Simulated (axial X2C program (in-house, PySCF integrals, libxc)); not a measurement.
# BrFe⁺: bond curves with and without spin–orbit coupling

Aim: find the lowest determinant of BrFe⁺, scan the bond at several levels and fit the constants, once spin-free and once with spin–orbit coupling.

Method: all-electron X2C, Br dyall-cv3z, Fe dyall-cv3z; program: an in-house X2C program for linear molecules on PySCF integrals.

All values are calculated.

**1. The job**

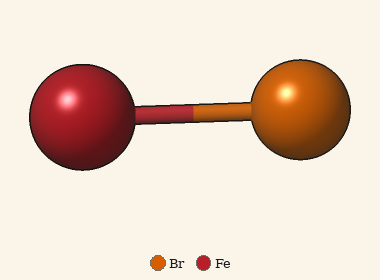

The two atoms at 2.300 Å (bromine orange, iron red).

task.json

```json
{"zs": [35, 26], "q": 1, "bas": ["dyall-cv3z", "dyall-cv3z"], "levels": ["PBE0", "HF", "PBE"], "cc": true, "r0": 2.3, "thr": -2.0, "nmax": 90, "npts": 10, "nst": 2, "ntry": 6}
```

Keys: zs atomic numbers; q charge; bas basis sets; levels methods (HF also brings MP2); cc coupled cluster on or off; r0 starting distance in Å; thr threshold in hartree for freezing inner shells (an s shell follows its p shell); nmax most natural virtual spinors; npts points asked for on the curve; nst determinants followed; ntry starts of the search.

On the command line:

```
python so2c.py task.json out
```

Spin-free means the one-electron spin-free X2C Hamiltonian; two-component (2c) means X2C with spin–orbit coupling and atomic mean-field two-electron Coulomb and Gaunt terms. Basis: Br dyall-cv3z contracted to [8s9p6d4f1g], Fe dyall-cv3z contracted to [9s10p6d3f2g]; Gaussian nuclei, density fitting. Masses: Br 78.918 u, Fe 55.935 u.

Notation: σ, π±, δ± give the projection m of an orbital's angular momentum (0, ±1, ±2), α and β its spin, Λ and M_S the sums; ω is the projection of a spinor's total angular momentum and Ω the sum. Logs are in hartree.

The results follow Hamiltonian by Hamiltonian and level by level.

**2. Search for the lowest determinant**

PBE0 moves the distance from 2.300 Å to 2.188 Å and compares determinants there.

Spin-free determinants:

```json
{"ΔE (eV)": "0.00", "state": "M_S = 2, Λ = 2", "open shells": "beyond closed shells: σα, π+α, π-α, δ+α, δ+β, δ-α"}
{"ΔE (eV)": "0.17", "state": "M_S = 2, Λ = 1", "open shells": "beyond closed shells: σα, π+α, π+β, π-α, δ+α, δ-α"}
{"ΔE (eV)": "0.17", "state": "M_S = 2, Λ = 0", "open shells": "beyond closed shells: π+α, π-α, δ+α, δ-α"}
{"ΔE (eV)": "1.38", "state": "M_S = 1, Λ = 1", "open shells": "beyond closed shells: σα, π+α, π+β, π-β, δ+α, δ-α"}
{"ΔE (eV)": "1.87", "state": "M_S = 3, Λ = 0", "open shells": "beyond closed shells: 2 × σα, π+α, π-α, δ+α, δ-α"}
{"ΔE (eV)": "1.93", "state": "M_S = 1, Λ = 3", "open shells": "beyond closed shells: π+α, δ+α, δ+β, δ-α"}
{"ΔE (eV)": "1.93", "state": "M_S = 1, Λ = 1", "open shells": "beyond closed shells: π-α, δ+α, δ+β, δ-α"}
```

Two-component determinants:

```json
{"ΔE (eV)": "0.00", "state": "Ω = 4", "open shells": "excess of +ω over −ω: ω = 3/2, ω = 5/2"}
{"ΔE (eV)": "0.16", "state": "Ω = 3", "open shells": "excess of +ω over −ω: ω = 1/2, ω = 5/2"}
{"ΔE (eV)": "0.22", "state": "Ω = 2", "open shells": "excess of +ω over −ω: ω = -1/2, ω = 5/2"}
{"ΔE (eV)": "0.26", "state": "Ω = 1", "open shells": "excess of +ω over −ω: ω = -3/2, ω = 5/2"}
{"ΔE (eV)": "1.34", "state": "Ω = 0", "open shells": "excess of +ω over −ω: ω = -1/2, 2 × ω = 3/2, ω = -5/2"}
{"ΔE (eV)": "1.36", "state": "Ω = 3", "open shells": "excess of +ω over −ω: 2 × ω = -1/2, ω = 3/2, ω = 5/2"}
{"ΔE (eV)": "1.51", "state": "Ω = 2", "open shells": "excess of +ω over −ω: 2 × ω = 1/2, ω = -3/2, ω = 5/2"}
```

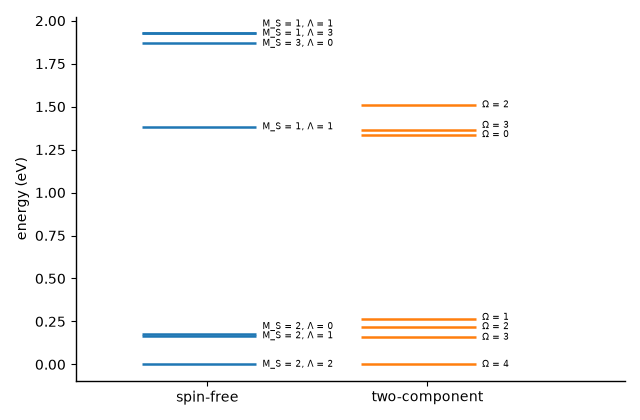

The determinants found, each set from its own lowest.

**3. PBE0, spin-free**

State followed: M_S = 2, Λ = 2 (beyond closed shells: σα, π+α, π-α, δ+α, δ+β, δ-α). The scan is laid around 2.188 Å, a first estimate of the minimum, and this SCF restarts from the orbitals of the search.

Output at 2.188 Å:

```text
spin-free X2C-1e  PBE0
basis functions 210  fitting functions 1174  grid points 5801
iter        total energy     max residual
   1      -3878.256845573     8.49e-06
   2      -3878.256845575     1.76e-05
   3      -3878.256845578     7.78e-06
   4      -3878.256845578     4.25e-06
converged
one-electron -5806.19576876  Coulomb 1856.38801997  exact exchange -36.47536432  xc functional -112.06114651  nuclear repulsion 220.08741405
```

Along the bond, energies from the lowest point:

| R (Å) | E (eV) | μ (D) | HOMO (eV) | LUMO (eV) | iterations |
| --- | --- | --- | --- | --- | --- |
| 1.904 | 1.0025 | 5.75 | -13.76 | -9.59 | 12 |
| 1.991 | 0.4131 | 6.24 | -13.88 | -9.58 | 11 |
| 2.057 | 0.1617 | 6.59 | -13.98 | -9.60 | 11 |
| 2.122 | 0.0332 | 6.94 | -14.09 | -9.64 | 11 |
| 2.188 | 0.0000 | 7.28 | -14.06 | -9.68 | 4 |
| 2.265 | 0.0519 | 7.65 | -13.91 | -9.78 | 11 |
| 2.341 | 0.1752 | 8.01 | -13.75 | -9.92 | 11 |
| 2.440 | 0.4048 | 8.45 | -13.52 | -10.09 | 11 |
| 2.560 | 0.7506 | 8.93 | -13.28 | -10.28 | 12 |
| 2.735 | 1.3016 | 9.49 | -13.03 | -10.53 | 13 |

Dipoles are positive if Fe is the positive end and refer to the centre of mass.

Outer orbitals at the reference distance:

```json
{"symmetry": "σα", "occupied": "yes", "ε (eV)": "-27.81", "atomic character": "80% Br s, 8% Fe p, 7% Fe d"}
{"symmetry": "σβ", "occupied": "yes", "ε (eV)": "-27.53", "atomic character": "80% Br s, 8% Fe p, 6% Fe d"}
{"symmetry": "σα", "occupied": "yes", "ε (eV)": "-18.90", "atomic character": "86% Fe d, 10% Br p, 3% Br s"}
{"symmetry": "π-α", "occupied": "yes", "ε (eV)": "-18.65", "atomic character": "96% Fe d, 3% Br p"}
{"symmetry": "π+α", "occupied": "yes", "ε (eV)": "-18.65", "atomic character": "96% Fe d, 3% Br p"}
{"symmetry": "δ+α", "occupied": "yes", "ε (eV)": "-17.46", "atomic character": "100% Fe d"}
{"symmetry": "δ-α", "occupied": "yes", "ε (eV)": "-17.46", "atomic character": "100% Fe d"}
{"symmetry": "σβ", "occupied": "yes", "ε (eV)": "-15.92", "atomic character": "72% Br p, 12% Fe d, 9% Fe s"}
{"symmetry": "σα", "occupied": "yes", "ε (eV)": "-15.25", "atomic character": "64% Br p, 22% Fe s, 9% Fe d"}
{"symmetry": "π+β", "occupied": "yes", "ε (eV)": "-14.22", "atomic character": "78% Br p, 17% Fe d, 4% Fe p"}
{"symmetry": "π-β", "occupied": "yes", "ε (eV)": "-14.21", "atomic character": "80% Br p, 16% Fe d, 4% Fe p"}
{"symmetry": "δ+β", "occupied": "yes", "ε (eV)": "-14.20", "atomic character": "100% Fe d"}
{"symmetry": "π+α", "occupied": "yes", "ε (eV)": "-14.06", "atomic character": "88% Br p, 6% Fe d, 6% Fe p"}
{"symmetry": "π-α", "occupied": "yes", "ε (eV)": "-14.06", "atomic character": "88% Br p, 6% Fe d, 6% Fe p"}
{"symmetry": "σβ", "occupied": "no", "ε (eV)": "-9.68", "atomic character": "66% Fe d, 29% Fe s, 5% Br p"}
{"symmetry": "σα", "occupied": "no", "ε (eV)": "-9.63", "atomic character": "56% Fe s, 29% Fe p, 11% Br p"}
{"symmetry": "π+β", "occupied": "no", "ε (eV)": "-9.39", "atomic character": "84% Fe d, 13% Br p"}
{"symmetry": "π-β", "occupied": "no", "ε (eV)": "-9.19", "atomic character": "85% Fe d, 11% Br p"}
```

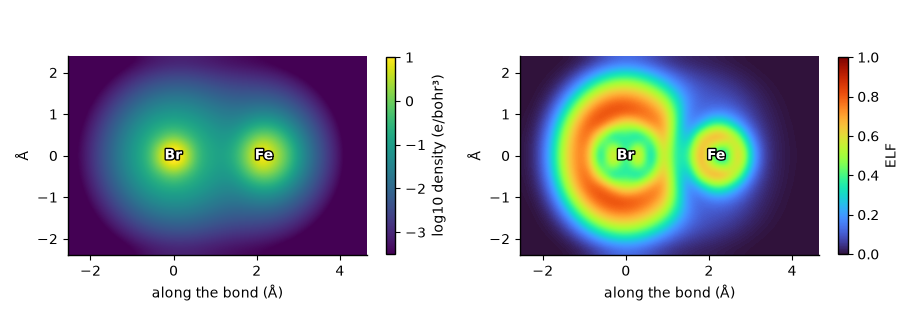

PBE0 fields in a plane through the axis, from a grid of 0.3 Å; Br lies at z = 0 and Fe at z = 2.188 Å; the ELF is damped to zero where the density is low.

Re = 2.182 Å, ωe = 378 cm⁻¹, ωexe = 0.915 cm⁻¹, Be = 0.1081 cm⁻¹, De = 2.82 eV, μ = 7.25 D.

**4. HF, spin-free**

Output at 2.188 Å:

```text
spin-free X2C-1e  HF
basis functions 210  fitting functions 1174  grid points 5801
iter        total energy     max residual
   1      -3875.621792043     1.94e-01
   2      -3875.675222683     2.37e-02
   3      -3875.682182681     1.43e-02
   4      -3875.684156109     4.78e-03
   5      -3875.684955461     1.18e-03
   6      -3875.685074350     6.95e-04
   7      -3875.685092251     3.01e-04
   8      -3875.685099655     1.06e-04
   9      -3875.685101306     4.97e-05
  10      -3875.685101747     2.29e-05
  11      -3875.685101822     1.07e-05
  12      -3875.685101831     3.70e-06
  13      -3875.685101833     1.50e-06
converged
one-electron -5806.26657046  Coulomb 1856.61732064  exact exchange -146.12326606  xc functional 0.00000000  nuclear repulsion 220.08741405
```

No constants are quoted: the solution changes its character somewhere along the scan, so the fit is set aside.

**5. PBE, spin-free**

The SCF at the reference distance of 2.188 Å:

```text
spin-free X2C-1e  PBE
basis functions 210  fitting functions 1174  grid points 5801
iter        total energy     max residual
   1      -3878.193853530     6.84e-02
   2      -3878.122290441     8.21e-02
   3      -3877.994850189     1.96e-01
   4      -3878.192011202     2.32e-02
   5      -3878.194828591     2.55e-02
   6      -3878.203948926     8.18e-03
   7      -3878.204556694     4.49e-04
   8      -3878.204555567     6.24e-04
   9      -3878.204558830     5.30e-05
  10      -3878.204558836     3.38e-05
  11      -3878.204558855     2.58e-06
  12      -3878.204558855     1.17e-06
converged
one-electron -5805.82281633  Coulomb 1855.95928205  exact exchange 0.00000000  xc functional -148.42843863  nuclear repulsion 220.08741405
```

Re = 2.177 Å, ωe = 365 cm⁻¹, ωexe = 1.03 cm⁻¹, Be = 0.1087 cm⁻¹, De = 3.45 eV, μ = 5.96 D.

**6. MP2 and beyond, spin-free**

Correlated methods: 14 electrons correlated (frozen shells, counted by type: Br 3 s, 2 p, 1 d; Fe 3 s, 2 p), 266 virtual spinors in MP2, 90 natural virtuals in coupled cluster.

Output of the correlated part at 2.188 Å:

```text
correlated 14  virtual 266  natural virtual 90  E(MP2) -0.338129574  MP2 remainder -0.025786754
iter   CCSD correlation   residual
   1     -0.321929413   1.03e-01
   2     -0.328204595   5.07e-02
   3     -0.331391423   2.90e-02
   4     -0.332167869   1.62e-02
   5     -0.332699026   8.02e-03
   6     -0.332839859   3.23e-03
   7     -0.332848632   1.28e-03
   8     -0.332864274   6.98e-04
   9     -0.332851149   3.95e-04
  10     -0.332855060   1.76e-04
  11     -0.332853090   7.18e-05
  12     -0.332853882   3.39e-05
  13     -0.332853888   1.65e-05
(T) -0.011567847  T1 0.0405  D1 0.1012  max T2 0.047
```

T1 in the output is the amplitude norm over the root of the electron number; divide by √2 for the Lee–Taylor value.

MP2: No constants are quoted: the reference changes its character somewhere along the scan, so the fit is set aside.

CCSD: No constants are quoted: the reference changes its character somewhere along the scan, so the fit is set aside.

CCSD(T): No constants are quoted: the reference changes its character somewhere along the scan, so the fit is set aside.

**7. A higher determinant, spin-free**

State: M_S = 2, Λ = 1 (beyond closed shells: σα, π+α, π+β, π-α, δ+α, δ-α).

Output at the reference distance:

```text
spin-free X2C-1e  PBE0
basis functions 210  fitting functions 1174  grid points 5801
iter        total energy     max residual
   1      -3878.250749587     3.88e-05
   2      -3878.250749520     1.01e-04
   3      -3878.250749627     1.30e-05
   4      -3878.250749630     1.15e-05
   5      -3878.250749635     3.78e-06
   6      -3878.250749635     4.66e-07
converged
one-electron -5805.91566530  Coulomb 1856.11365636  exact exchange -36.47543554  xc functional -112.06071921  nuclear repulsion 220.08741405
```

| R (Å) | E above the lowest PBE0 point (eV) |
| --- | --- |
| 1.904 | 1.333 |
| 1.991 | 0.682 |
| 2.057 | 0.392 |
| 2.122 | 0.229 |
| 2.188 | 0.166 |
| 2.265 | 0.186 |
| 2.341 | 0.281 |
| 2.440 | 0.479 |
| 2.560 | 0.789 |

Re = 2.208 Å, ωe = 366 cm⁻¹, ωexe = 0.939 cm⁻¹, Be = 0.1056 cm⁻¹, μ = 7.42 D. Te = 0.16 eV.

[end of part 1 of 2]
